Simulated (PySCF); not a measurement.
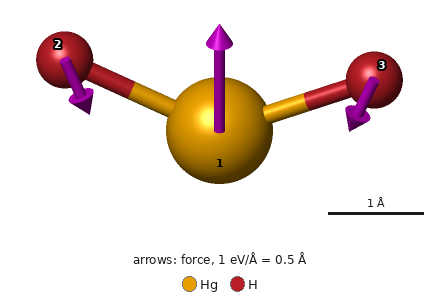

Starting geometry of HgH₂ with the computed forces as purple arrows. The picture is a ball-and-stick view, seen at a tilt.

The calculation used PySCF, RKS PBE0, Hg def2-SVP with ECP60, H def2-SVP; non-relativistic Hamiltonian with scalar-relativistic core potentials; density fitting.

Input
```
mol = gto.M(atom='''
Hg     0.00000     0.00000    -0.00727
H      1.64300    -0.00000     0.72803
H     -1.64300     0.00000     0.72803''',
    basis={'Hg': 'def2-SVP', 'H': 'def2-SVP'},
    ecp={'Hg': 'def2-SVP'},
    charge=0, spin=0)
mf = dft.RKS(mol, xc='PBE0')
mf.grids.atom_grid = (50, 194)  # f atoms: at least (60, 302), unpruned
mf = mf.density_fit()  # Hg def2-universal-JKFIT, H def2-universal-JKFIT
mf.conv_tol = 1e-08; mf.max_cycle = 55
mf.kernel(dm0)
# quasi-Newton relaxation in Cartesian coordinates to a largest gradient under 0.00045 Eh/bohr, steps kept in the point group
```

Launched with:
```bash
OMP_NUM_THREADS=2 python run.py
```

> What follows when this structure is relaxed?

It isn't relaxed: the largest force vector, on Hg1, is 2.60 eV/Å. The atoms end up moving mostly along the starting forces (cosine between the two patterns 0.97). The atom that moves furthest after the best rigid fit is Hg1 (0.49 Å). Largest moves by element: Hg 0.49 Å, H 0.25 Å. Some distances before and after: Hg1–H2 1.800 → 1.656 Å. Among the angles between lasting bonds that change: H2–Hg1–H3 131.8° → 180.0°. The energy falls by 25.1 kcal/mol in 5 geometry steps. Largest force component: 2.6 eV/Å at the start, 0.0019 eV/Å at the end.
